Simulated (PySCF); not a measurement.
Vertical excitations of a molecule CH5AlOS from TDDFT-CAM-B3LYP/def2-SVPD run with PySCF, as energy in eV (oscillator strength): 6.03 (0.057), 6.46 (0.000), 6.58 (0.024), 6.89 (0.002), 6.94 (0.264), 7.56 (0.079), 7.62 (0.054), 7.74 (0.002), 7.89 (0.001), 8.02 (0.077). Lowest triplet (TDA): 5.73 eV. Geometry: PBE0-D3(BJ)/def2-SVP. Other conformers were not sampled.

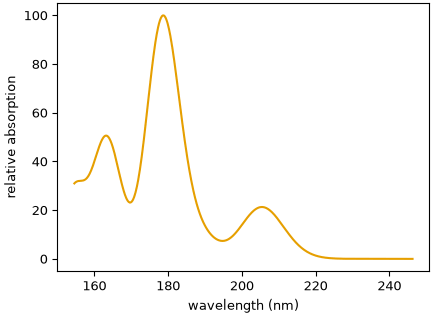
The lines broadened by 0.4 eV.

Problem. Pick the molecule that these values belong to.
(A) C[O][AlH][SH]
(B) C[S][AlH][OH]
(C) [CH3][Al]([OH])[SH]

Solution. C, [CH3][Al]([OH])[SH]
